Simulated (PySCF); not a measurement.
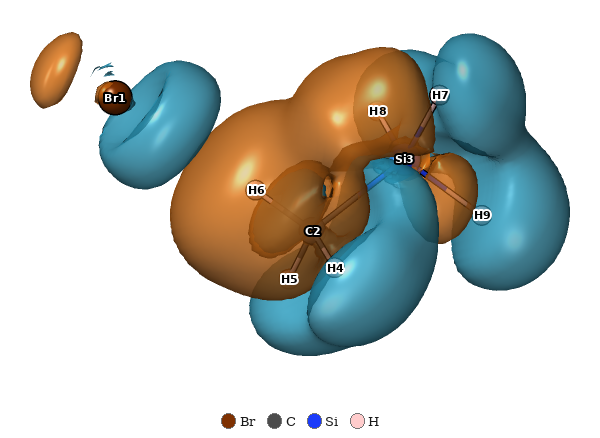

Figure. CH$_{6}$BrSi, charge −1, SMILES `[Br-].C[SiH3]`. Density of the complex less the densities of the two fragments at the same geometry, ±0.002 e/Å³ (light blue: gain, orange: loss). Fragment A: Br(−1) (atom 1); fragment B: SiH6C.

Level of theory: BP86/def2-SVPD (PySCF), at a geometry from GFN2-xTB. GFN2-xTB bond lengths at metals and heavier atoms can be off by up to 0.1 Å and shapes distorted, which carries into these values.

Input

```python
import numpy as np
from pyscf import gto, scf, dft
from pyscf.scf import atom_ks, atom_hf
from scipy.linalg import block_diag
from pyscf.dispersion import dftd3

def solve(mol, dm0=None, hcore=None):
    mf = (dft.UKS if mol.spin else dft.RKS)(mol, xc='bp86')
    mf.grids.level = 3
    mf = mf.density_fit(auxbasis='def2-universal-jkfit')
    mf.conv_tol, mf.max_cycle = 1e-8, 80
    if hcore is not None:
        mf.get_hcore = lambda *args: hcore
    mf.kernel(dm0)
    if not mf.converged:
        mf = mf.newton().run(mf.mo_coeff, mf.mo_occ, max_cycle=30)
    assert mf.converged, 'SCF not converged'
    return mf

mol = gto.M(atom='''
Br    -1.85003     0.07448     0.00000
C      1.68546    -1.05210    -0.00067
Si     2.89485     0.38740    -0.00027
H      1.81145    -1.68087     0.87844
H      1.81131    -1.68024    -0.88027
H      0.65500    -0.69433     0.00564
H      2.77249     1.22654     1.19468
H      2.77230     1.22740    -1.19459
H      4.28767    -0.11628     0.00392
''', basis='def2-svpd', charge=-1, spin=0, verbose=4)
mol_a = gto.M(atom='''
Br    -1.85003     0.07448     0.00000
ghost-C      1.68546    -1.05210    -0.00067
ghost-Si     2.89485     0.38740    -0.00027
ghost-H      1.81145    -1.68087     0.87844
ghost-H      1.81131    -1.68024    -0.88027
ghost-H      0.65500    -0.69433     0.00564
ghost-H      2.77249     1.22654     1.19468
ghost-H      2.77230     1.22740    -1.19459
ghost-H      4.28767    -0.11628     0.00392
''', basis='def2-svpd', charge=-1, spin=0, verbose=4)
mol_b = gto.M(atom='''
ghost-Br    -1.85003     0.07448     0.00000
C      1.68546    -1.05210    -0.00067
Si     2.89485     0.38740    -0.00027
H      1.81145    -1.68087     0.87844
H      1.81131    -1.68024    -0.88027
H      0.65500    -0.69433     0.00564
H      2.77249     1.22654     1.19468
H      2.77230     1.22740    -1.19459
H      4.28767    -0.11628     0.00392
''', basis='def2-svpd', charge=0, spin=0, verbose=4)
ab, a, b = solve(mol), solve(mol_a), solve(mol_b)
e_int = ab.e_tot - a.e_tot - b.e_tot
print('counterpoise-corrected interaction energy / kcal/mol', e_int * 627.5095)
def disp(atoms, charge):
    m = gto.M(atom=atoms, charge=charge, basis='sto-3g', spin=None, unit='Bohr', verbose=0)
    return dftd3.DFTD3Dispersion(m, xc='bp86', version='d3bj').get_dispersion()['energy']
e_disp = disp(mol._atom, mol.charge) - disp(mol._atom[:1], mol_a.charge) - disp(mol._atom[1:], mol_b.charge)
print('D3(BJ) part / kcal/mol', e_disp * 627.5095)
# spherically averaged free atoms, for the promolecule
atm = atom_ks.get_atm_nrks(mol, xc='bp86')
pro = block_diag(*[(atm[a[0]][2] * atm[a[0]][3]) @ atm[a[0]][2].T for a in mol._atom])
np.savez('result.npz', e_int=e_int, e_disp=e_disp, dm_a=a.make_rdm1(), dm_b=b.make_rdm1(), c=ab.mo_coeff, occ=ab.mo_occ, eps=ab.mo_energy, pro=pro, d=[f.dip_moment(verbose=0) for f in (ab, a, b)])
```

Run with:

```sh
OMP_NUM_THREADS=1 python input.py
```

The run took 92 s on 1 thread of Intel(R) Xeon(R) Processor @ 2.50GHz (Skylake/Cascade Lake) (shared host), peak memory 0.5 GiB.

Partitions, critical points and surface values were worked out afterwards from this run's density.

**Which way does charge flow?**

Hirshfeld charges show 0.024 e passing from A to B. By Hirshfeld charges, electrons gather most on H9 (−0.026 e) and leave H6 most (+0.045 e); 0.19 e is displaced in all.

**What is the interaction energy, and which contacts carry it?**

The counterpoise-corrected interaction energy of the frozen fragments is −4.6 kcal/mol without dispersion correction and −6.1 kcal/mol with D3(BJ). The pair geometry is semi-empirical, not a minimum at this level. Contacts: Br1···H6, weak C–H hydrogen bond, 2.62 Å, ρ = 0.015 a.u. The pose is a local one from a semi-empirical search, not shown to be the most stable.
